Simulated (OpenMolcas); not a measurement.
# Run report: SiH2Br2, single-point calculation (part 2 of 2)

Continued. System: SiH2Br2. Method: CASPT2/ANO-RCC-VTZP, DKH2 (OpenMolcas 26.06). The geometry comes from this level: GFN2-xTB.

Geometry of the input (Å):
```
Br -1.6638  -1.2145  0.3504
Si 0.1970  -0.0589  0.0687
Br -0.3083  1.7908  -1.0316
H  1.0866  -0.8399  -0.7620
H  0.6884  0.3225  1.3745
```

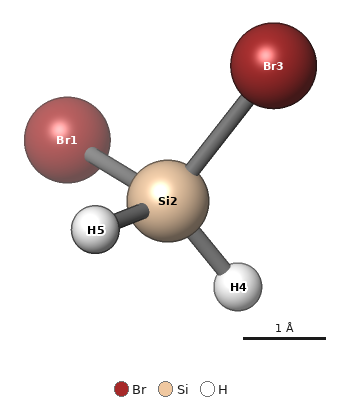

Fig. 1: The structure (ball-and-stick view, seen at a tilt; atoms are numbered from 1 in the order of the input).

The program's output, continued
```
      Note: transformation to natural orbitals
      has been made, which may change the order of the CSFs.

      printout of CI-coefficients larger than  0.05 for root  1
      energy=   -5499.473783
      conf/sym  11     Coeff  Weight
             1  20   0.99567 0.99136
             3  02  -0.09294 0.00864

      Natural orbitals and occupation numbers for root  1
      sym 1:   1.982723   0.017277

      ************************************************************************************************************************
      *                                                    Final results                                                     *
      ************************************************************************************************************************

++    Final optimization conditions:
      ------------------------------

      Average CI energy                           -5499.47378318
      RASSCF energy for state  1                  -5499.47378318
      Super-CI energy                                -0.00000000
      RASSCF energy change                           -0.00000000
      Max change in MO coefficients               1.092E-05
      Max non-diagonal density matrix element     1.122E-05
      Maximum BLB matrix element                 -4.740E-07
      (orbital pair  43, 133 in symmetry   1)
      Norm of electronic gradient            1.536E-06
--

      Final state energy(ies):
      ------------------------

::    RASSCF root number  1 Total energy:  -5499.47378318
      Von Neumann Entropy (Root   1) =  0.07163

      Mulliken population analysis for root number:  1
      -----------------------------------------------

++    Molecular charges:
      ------------------

      Mulliken charges per centre
      ---------------------------

                BR1     SI2     BR3     H4      H5
      Total   35.1861 13.8217 35.1889  0.8947  0.9086

      N-E     -0.1861  0.1783 -0.1889  0.1053  0.0914

      Total electronic charge=   86.000000

      Total            charge=   -0.000000
--

      Expectation values of various properties for root number:  1
      -----------------------------------------------------------

++    Molecular properties:
      ---------------------

      Charge (e):
                      =   -0.0000
      Dipole Moment (debye):
      Origin of the operator (angstrom)=   -0.7897    0.2306   -0.2727
                   X=  1.4674E+00               Y= -4.6493E-01               Z=  4.7536E-01           Total=  1.6111E+00
      Quadrupole Moment (debye*angstrom):
      Origin of the operator (angstrom)=   -0.7897    0.2306   -0.2727
                  XX= -4.8837E+01              XY= -1.4867E+00              XZ=  1.1117E+00              YY= -5.2367E+01
                  YZ=  5.0000E-01              ZZ= -5.1090E+01
      In traceless form (debye*angstrom)
                  XX=  2.8911E+00              XY= -2.2301E+00              XZ=  1.6675E+00              YY= -2.4032E+00
                  YZ=  7.4999E-01              ZZ= -4.8793E-01
--

      LoProp population analysis for root number:  1
      -----------------------------------------------

++    LoProp analysis:
      ----------------

++    Static properties:
      ------------------

      LoProp Charges per center

                   BR1      SI2      BR3      H4       H5
      Nuclear     35.0000  14.0000  35.0000   1.0000   1.0000
      Electronic -35.2696 -13.2139 -35.2712  -1.1197  -1.1256

      Total       -0.2696   0.7861  -0.2712  -0.1197  -0.1256
--

      Natural Bond Order analysis for root number:  1

++    Natural Bond Order analysis
      ---------------------------
      Based on LoProp computed density
      -------------------------------------------------------------------------------------
      Atom A       Atom B       Bond Order
        SI2          H5             0.775
      -------------------------------------------------------------------------------------
      NBO located      1.551 electrons involved in    1 bonds.
      NBO located      1.006 non-bonded electrons on atom BR1
      NBO located      0.995 non-bonded electrons on atom BR1
      NBO located      0.999 non-bonded electrons on atom BR1
      NBO located      1.000 non-bonded electrons on atom BR1
      NBO located      1.000 non-bonded electrons on atom BR1
      NBO located      1.000 non-bonded electrons on atom BR1
      NBO located      1.000 non-bonded electrons on atom BR1
      NBO located      1.000 non-bonded electrons on atom BR1
      NBO located      1.000 non-bonded electrons on atom BR1
      NBO located      1.000 non-bonded electrons on atom BR1
      NBO located      1.000 non-bonded electrons on atom BR1
      NBO located      1.000 non-bonded electrons on atom BR1
      NBO located      1.000 non-bonded electrons on atom BR1
      NBO located      1.000 non-bonded electrons on atom BR1
      NBO located      1.000 non-bonded electrons on atom BR1
      NBO located      0.986 non-bonded electrons on atom SI2
      NBO located      1.011 non-bonded electrons on atom SI2
      NBO located      1.000 non-bonded electrons on atom SI2
      NBO located      0.999 non-bonded electrons on atom SI2
      NBO located      1.000 non-bonded electrons on atom SI2
      NBO located      1.011 non-bonded electrons on atom BR3
      NBO located      1.005 non-bonded electrons on atom BR3
      NBO located      1.000 non-bonded electrons on atom BR3
      NBO located      1.000 non-bonded electrons on atom BR3
      NBO located      1.000 non-bonded electrons on atom BR3
      NBO located      1.000 non-bonded electrons on atom BR3
      NBO located      1.000 non-bonded electrons on atom BR3
      NBO located      1.000 non-bonded electrons on atom BR3
      NBO located      1.000 non-bonded electrons on atom BR3
      NBO located      1.000 non-bonded electrons on atom BR3
      NBO located      1.000 non-bonded electrons on atom BR3
      NBO located      1.000 non-bonded electrons on atom BR3
      NBO located      1.000 non-bonded electrons on atom BR3
      NBO located      1.000 non-bonded electrons on atom BR3
      NBO located      1.000 non-bonded electrons on atom BR3
      The remaining    7.925 electrons are to be considered as diffuse
--

--

      Average orbitals are written to the RASORB file
      Natural orbitals for root   1 are written to the RASORB.1 file
      Spin density orbitals for root   1 are written to the SPDORB.1 file

--- Stop Module: rasscf /rc=_RC_ALL_IS_WELL_ ---
--- Module rasscf spent 9 seconds ---

--- Start Module: caspt2 ---

                                              &CASPT2

                       available to each process: 1.9 GB of memory, 1 thread

++    Wave function specifications:
      -----------------------------

      Number of closed shell electrons          24
      Number of electrons in active shells       2
      Max number of holes in RAS1 space          0
      Max number of electrons in RAS3 space      0
      Number of inactive orbitals               12
      Number of active orbitals                  2
      Number of secondary orbitals             104
      Spin quantum number                      0.0
      State symmetry                             1
      Number of CSFs                             3
      Number of CASSCF root(s) available         1
      CASPT2 state passed to geometry opt.       1
      A file JOBMIX will be created
      This is a CASSCF or RASSCF reference function
--

++    Orbital specifications:
      -----------------------

      Symmetry species                           1
                                                 a
      Frozen orbitals                           30
      Inactive orbitals                         12
      Active orbitals                            2
      Secondary orbitals                       104
      Deleted orbitals                           0
      Number of basis functions                148
--

++    CASPT2 specifications:
      ----------------------

      Type of calculation                        SS-CASPT2
      Fock operator                              state-specific
      IPEA shift                                 0.25
      Real shift                                 0.00
      Imaginary shift                            0.20
      The input orbitals will be transformed to quasi-canonical
--

--------------------------------------------------------------------------------
 Estimated memory requirements:
  POLY3 :                   250070
  RHS:                     1157456
  SIGMA :                  1101760
  PRPCTL:                        0
 Available workspace:    232477577

++ CASPT2 computation for group   1

********************************************************************************
 Multi-State initialization phase begins for group   1
--------------------------------------------------------------------------------
********************************************************************************
 Compute H0 matrices for state    1
--------------------------------------------------------------------------------
--------------------------------------------------------------------------------
 H0 matrices have been computed.

********************************************************************************
  CASPT2 EQUATION SOLUTION
--------------------------------------------------------------------------------

  Total nr of CASPT2 parameters:
   Before reduction:     1101860
   After  reduction:     1079674

 Variance of |WF0>:       1.4013746420

 The contributions to the second order correlation energy in atomic units.
-----------------------------------------------------------------------------------------------------------------------------
  IT.      VJTU        VJTI        ATVX        AIVX        VJAI        BVAT        BJAT        BJAI        TOTAL       RNORM
-----------------------------------------------------------------------------------------------------------------------------
   1     0.000000   -0.000184    0.000000   -0.002932   -0.006754   -0.016184   -0.018193   -0.402949   -0.447197    0.010663
   2     0.000000   -0.000204    0.000000   -0.003060   -0.006972   -0.016295   -0.018259   -0.403284   -0.448075    0.002183
   3     0.000000   -0.000208    0.000000   -0.003043   -0.006969   -0.016292   -0.018241   -0.403248   -0.448001    0.000587
   4     0.000000   -0.000210    0.000000   -0.003041   -0.006965   -0.016286   -0.018238   -0.403229   -0.447969    0.000144
   5     0.000000   -0.000210    0.000000   -0.003041   -0.006965   -0.016287   -0.018239   -0.403232   -0.447975    0.000035
   6     0.000000   -0.000210    0.000000   -0.003042   -0.006965   -0.016288   -0.018240   -0.403234   -0.447977    0.000007
   7     0.000000   -0.000210    0.000000   -0.003042   -0.006965   -0.016288   -0.018239   -0.403233   -0.447976    0.000002
-----------------------------------------------------------------------------------------------------------------------------

  FINAL CASPT2 RESULT:

      Reference energy:       -5499.4737831797
      E2 (Non-variational):      -0.4479763291
      Shift correction:          -0.0033323874
      E2 (Variational):          -0.4513087165
      Total energy:           -5499.9250918961
      Residual norm:              0.0000004792
      Reference weight:           0.84891

      Contributions to the CASPT2 correlation energy
      Active & Virtual Only:         -0.0162875900
      One Inactive Excited:          -0.0212809608
      Two Inactive Excited:          -0.4104077782

++ Denominators, etc.
--------------------------------------------------------------------------------------------------------------
 Report on small energy denominators, large coefficients, and large energy contributions.
CASE  SYMM ACTIVE-MIX  NON-ACTIVE INDICES          DENOMINATOR     RHS VALUE       COEFFICIENT     CONTRIBUTION
--

   (Skipping property calculation,
    use PROP keyword to activate)
--

  Total CASPT2 energies:
::    CASPT2 Root  1     Total energy:  -5499.92509190

  A NEW JOBIPH FILE NAMED 'JOBMIX' IS PREPARED.
********************************************************************************
--- Stop Module: caspt2 /rc=_RC_ALL_IS_WELL_ ---
--- Module caspt2 spent 6 seconds ---

.##################.
.# Happy landing! #.
.##################.

    Timing: Wall=31.73 User=29.64 System=2.07
```

Summary

```json
{"quantity": "outcome", "value": "converged"}
{"quantity": "total energy", "value": "−5499.925092 hartree"}
{"quantity": "CASSCF energy", "value": "−5499.473783 hartree"}
{"quantity": "basis functions", "value": "148"}
{"quantity": "wall time", "value": "32 s"}
{"quantity": "peak memory", "value": "0.31 GiB"}
```
